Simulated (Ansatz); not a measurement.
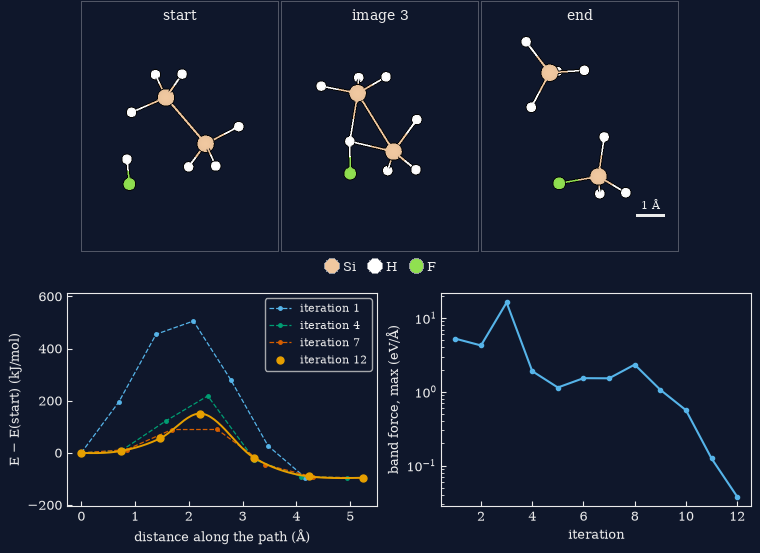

A search for the minimum-energy path of Si2H7F by the nudged elastic band. Images are numbered from 0 (start) to 6 (end). The plot follows the band through its iterations. The picture is a ball-and-stick view, seen at a tilt.

The calculation used Ansatz, RKS PBE0-D4/def2-SVP.

Input file:
```yaml
crystal:
  periodic: [false, false, false]
  atoms:
    - {symbol: Si, position_ang: [-1.160892, 0.241677, -0.685177]}
    - {symbol: Si, position_ang: [0.682283, -1.060786, -0.061536]}
    - {symbol: H, position_ang: [-1.969832, -0.548666, -1.651923]}
    - {symbol: H, position_ang: [-1.991120, 0.556286, 0.504180]}
    - {symbol: H, position_ang: [-0.704992, 1.493888, -1.338592]}
    - {symbol: H, position_ang: [1.095900, 1.270198, 1.401397]}
    - {symbol: F, position_ang: [0.691634, 2.092254, 1.541729]}
    - {symbol: H, position_ang: [1.564669, -0.336009, 0.910097]}
    - {symbol: H, position_ang: [0.258482, -2.315319, 0.612533]}
    - {symbol: H, position_ang: [1.533869, -1.393623, -1.232806]}
basis:
  gaussian: {orbitals: def2-SVP}
hamiltonian: {xc: pbe0, dispersion: d4}
neb:
  images: 5
  climbing: true
  max_iterations: 40
  initial_path: idpp
  final_atoms:
    - {symbol: Si, position_ang: [-1.595261, 1.395892, -0.409500]}
    - {symbol: Si, position_ang: [1.570023, -1.410266, 0.385387]}
    - {symbol: H, position_ang: [-1.086988, 0.043794, -0.742034]}
    - {symbol: H, position_ang: [-2.922663, 1.304982, 0.242308]}
    - {symbol: H, position_ang: [-1.664828, 2.237487, -1.626878]}
    - {symbol: H, position_ang: [1.510785, -0.078323, 1.036702]}
    - {symbol: F, position_ang: [-0.575679, 2.078491, 0.617033]}
    - {symbol: H, position_ang: [2.772510, -2.145128, 0.854030]}
    - {symbol: H, position_ang: [0.352167, -2.187038, 0.731320]}
    - {symbol: H, position_ang: [1.639934, -1.239991, -1.088467]}
```

Command:
```bash
ansatz run in.yaml --threads 4 --pin off --events-out ev --progress --plain --max-ram 9574MiB
```

Question: Judge this run.

Answer: The run is converged, with reservations. The band converged in 12 iterations. The largest component of the band force went from 5.3 to 0.038 eV/Å. The climbing image converged on the top of the path. Its curvatures weren't checked. The largest force component is 0.13 eV/Å at the start and 0.62 eV/Å at the end; an end with forces this large is no minimum, and the barrier measured from it can be far off. The first iteration put the highest image at 505.7 kJ/mol. The energy climbs by 150.8 kJ/mol to image 3 and then falls by 246.2 kJ/mol, so the end point sits at −95.4 kJ/mol.

The run took 70 s on 4 threads of Arm Neoverse V1, with other jobs on the host.
